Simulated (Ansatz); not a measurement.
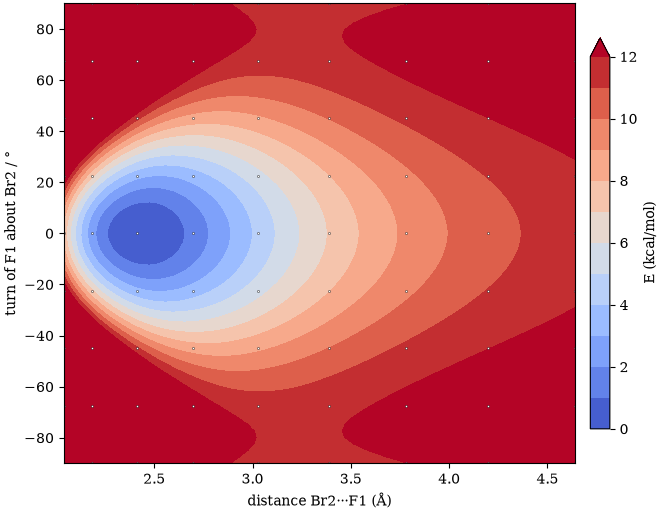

The pair F···BrH, charge −1. The turn is about an axis along (1.00, −0.05, −0.00) in the frame of the relaxed pair, normal to the line between the partners. Coordinates scanned: (1) distance Br2···F1; (2) turn of F1 about Br2. The scan uses a 9 × 9 grid. Points are written as (first, second). Energies are in kcal/mol, from the lowest grid point. Computed with RKS wB97M-V/def2-TZVPD (Ansatz 0.2.0).

In the figure: filled contours, dots at the grid points, one colour for all values above the top of the scale. Between grid points the surface is interpolated.

### Estimate the position of the minimum and the force constants in these coordinates.

The interpolated minimum is at distance Br2···F1 ≈ 2.427 Å, turn of F1 about Br2 ≈ 0.0°. The curvatures there are about 2.3 eV/Å² and 1.9 eV/rad², with a cross term of about 0 eV/(Å·rad). Round the minimum the two coordinates are nearly uncoupled. (1 eV is 23.1 kcal/mol.)
